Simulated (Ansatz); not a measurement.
The starting structures come from a database of crystals and need not be the phases stable at ambient conditions.

 Where the default PAW files enter, the runs use the earlier of Ansatz's two default sets.

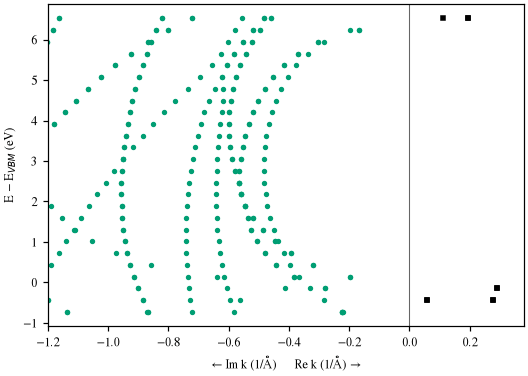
Figure. Complex bands at the centre of the two-dimensional zone; r2SCAN (Ansatz, a first-principles code)

No gap correction and no spin-orbit coupling; mid-gap values are interpolated between computed energies.

Question: This is Ca$_{3}$(PO$_{4}$)$_{2}$ (R-3m, not sure to be the ambient phase, 13 atoms a cell, 11.3 Å³ an atom, 2 GPa at this level) along the normal of (001). Read off the slowest decay at the centre of the two-dimensional zone at 3.04 eV, the computed energy nearest the middle of the gap.

Answer: κ ≈ 0.48 1/Å, a decay length 1/(2κ) of the density of 1.0 Å.
